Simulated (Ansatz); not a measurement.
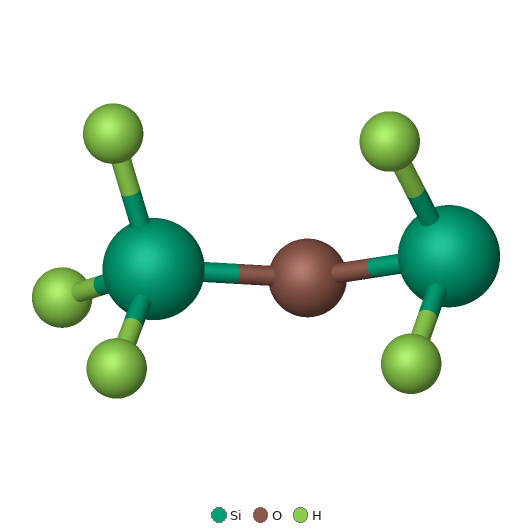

Simulated data, not a measurement (program: Ansatz).

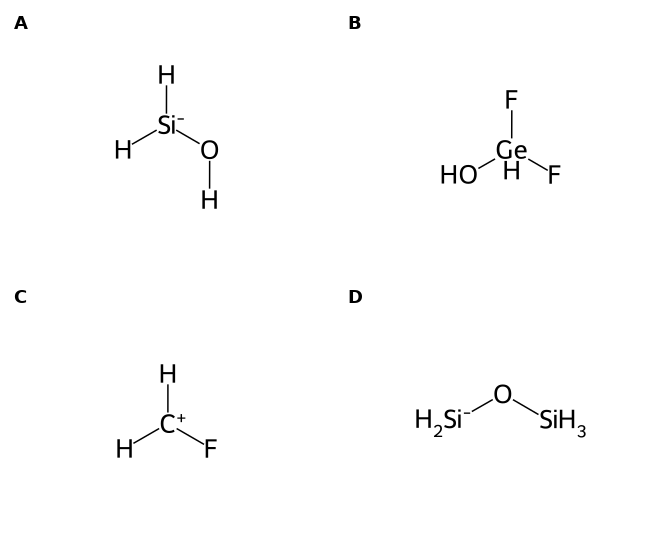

The first picture shows one of the molecules drawn in the second. Which?

Answer. D, `[SiH2-]O[SiH3]`.
